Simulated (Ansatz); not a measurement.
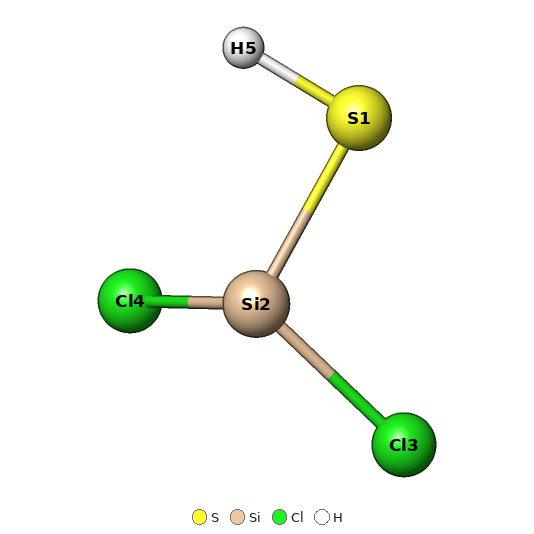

Charge 0, doublet. Harmonic vibrations computed with UKS PBE0-D4/def2-TZVP (Ansatz 0.2.0) at a stationary point of the same level.

### Minimum or transition state?

A minimum: no imaginary frequency, and the lowest mode lies at 135 cm⁻¹.

### List the wavenumbers.

9 modes: 135, 154, 225, 227, 453, 565, 572, 758, 2701 cm⁻¹.
